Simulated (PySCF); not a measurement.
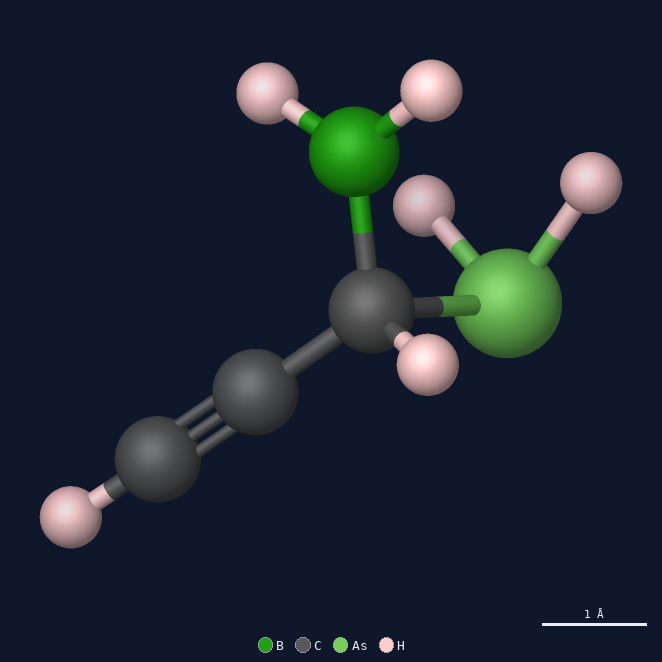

The picture shows a molecular structure as a ball-and-stick model. Double and triple bonds are drawn as two and three sticks.

The computed structure is the end point of a GFN2-xTB optimisation. No frequency run is at hand to confirm it as a minimum.

What does the picture show?

It has 11 atoms: 3 carbon, 6 hydrogen, 1 arsenic and 1 boron (C3H6AsB). As SMILES it reads `B[C@H]([AsH2])C#C`. It has no ring. Among its groups: alkyne, B–H bond. This geometry has C1 symmetry. Coordination: 1 B trigonal planar; 1 C tetrahedral; 1 As trigonal pyramidal; 2 C linear.

More results for the same structure follow; atom numbers are the same in all pictures, views and colours differ.

Spin–spin coupling

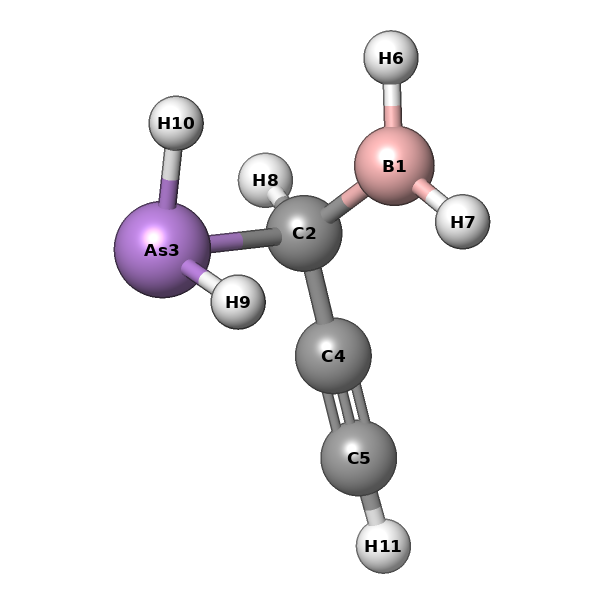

No frequency run is at hand to confirm it as a minimum. Properties computed with B3LYP/pcJ-1 (pcSseg-1 on As) indirect spin-spin coupling, non-relativistic, gas phase (PySCF 2.14.0). Isotopes: 11B, 13C, 1H.

Give the spin–spin coupling constants of these pairs, with the number of bonds between them: B1/H6, B1/H7, B1/C2, B1/H8, B1/C4, B1/H9, B1/C5, B1/H10.

| pair | bonds apart | J (Hz) |
| --- | --- | --- |
| B1, H6 | 1 | 136.2 |
| B1, H7 | 1 | 140.8 |
| B1, C2 | 1 | 52.7 |
| B1, H8 | 2 | −3.7 |
| B1, C4 | 2 | −2.3 |
| B1, H9 | 3 | 2.4 |
| B1, C5 | 3 | 2.2 |
| B1, H10 | 3 | 2.6 |

Dipole moment

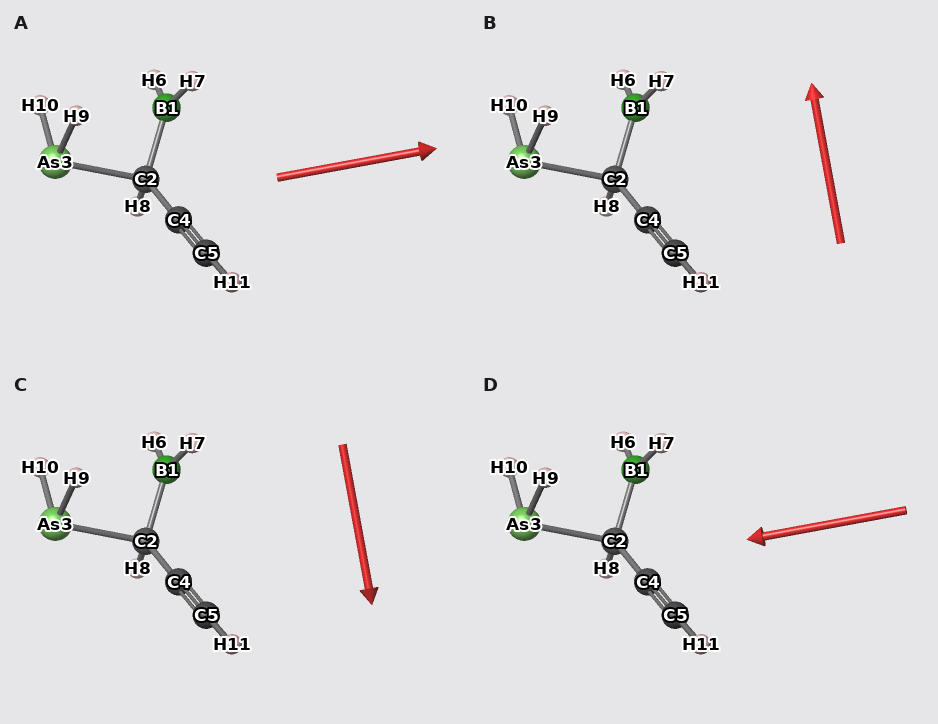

The same molecule four times, each with an arrow. No frequency run is at hand to confirm it as a minimum. Properties computed with PBE0/def2-SVPD, gas phase (PySCF 2.14.0).

Which arrow points along the dipole moment, from the negative to the positive end?

Answer. D. The dipole moment is 0.94 D; it points from the side of H11 to the side of H10 (the outermost atoms at the two ends).

Polarisability

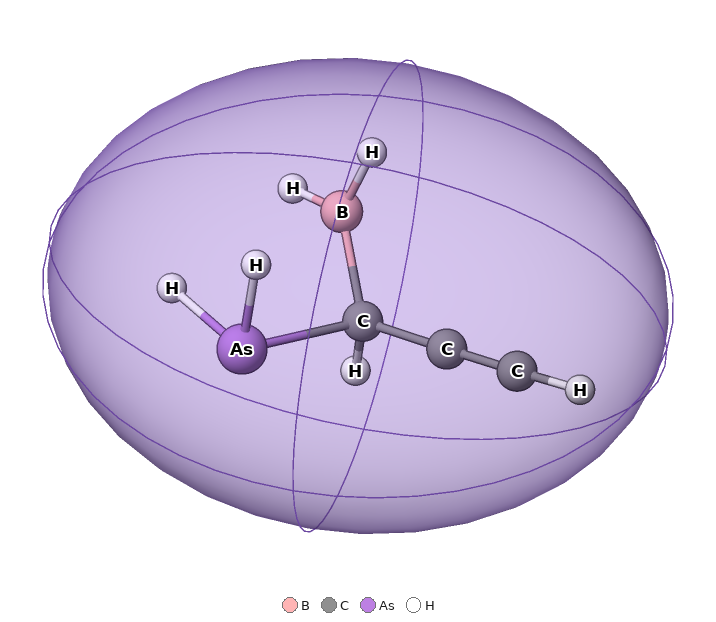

The ellipsoid shows the static dipole polarisability: its half-axes are proportional to the principal values. No frequency run is at hand to confirm it as a minimum. Level of theory: PBE0/def2-SVPD (PySCF 2.14.0).

Give the principal values, the mean and the anisotropy.

Answer. Principal values 63.9, 83.2, 100.1 bohr³; mean 82.4 bohr³ (12.21 Å³); anisotropy 31.4 bohr³, so the longest axis is 1.57 times the shortest.

The geometry is semi-empirical. Around As, B such bond lengths and angles can be off by a tenth of an ångström or more and by several degrees, and values that hang on the shape move with them.
